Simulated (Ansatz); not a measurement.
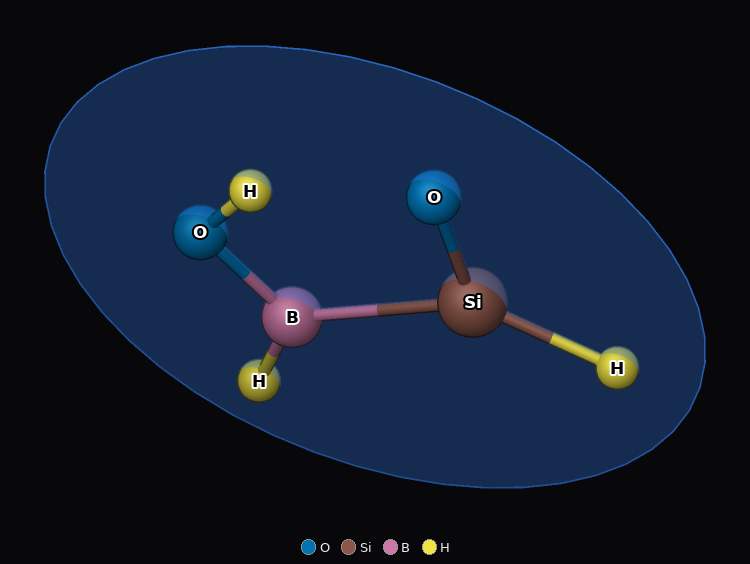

All proper rotation axes (lines) and mirror planes (discs) of the structure are drawn in. Atoms fade into the background with distance from the viewer. The computed structure is the end point of a PBE-D4/def2-SVP optimisation. No frequency run is at hand to confirm it as a minimum.

Q: Name the symmetry elements and the point group.

A: It has 1 mirror plane. Point group Cs. The group has 2 operations. The geometry is achiral, and symmetry allows a dipole moment.
